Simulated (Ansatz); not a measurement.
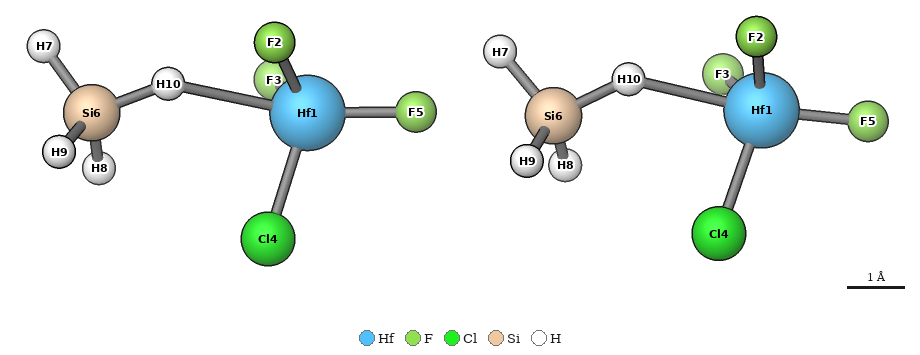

Two geometries of HfSiH4ClF3, drawn at one scale. One is the start of a relaxation, the other its converged end. The picture is a ball-and-stick view, seen face on.

These are results of RKS PBE-D4/def2-SVP in Ansatz 0.2.0, not measurements. Settings: no spin polarisation; force threshold 0.03 eV/Å; at most 50 steps.

Which of the two is the end point?

The right one is the relaxed one. The run prepares an end point of a later path (reaction) calculation, from a guessed geometry. F2 moves most after the best rigid fit: 0.41 Å. By element the largest moves are F 0.41 Å, Cl 0.35 Å, H 0.24 Å, Hf 0.15 Å, Si 0.11 Å. Near-neighbour distances that change, for instance: Hf1–H10 2.587 → 2.450 Å, Hf1–F2 1.951 → 1.916 Å, Si6–H10 1.483 → 1.517 Å, Hf1–Cl4 2.358 → 2.373 Å. Among the angles between lasting bonds that change: F2–Hf1–H10 54.0° → 70.1°, F5–Hf1–H10 161.1° → 172.6°, F3–Hf1–H10 83.1° → 76.2°. The energy falls by 0.123 eV in 8 geometry steps. The largest force component goes from 0.95 to 0.022 eV/Å.
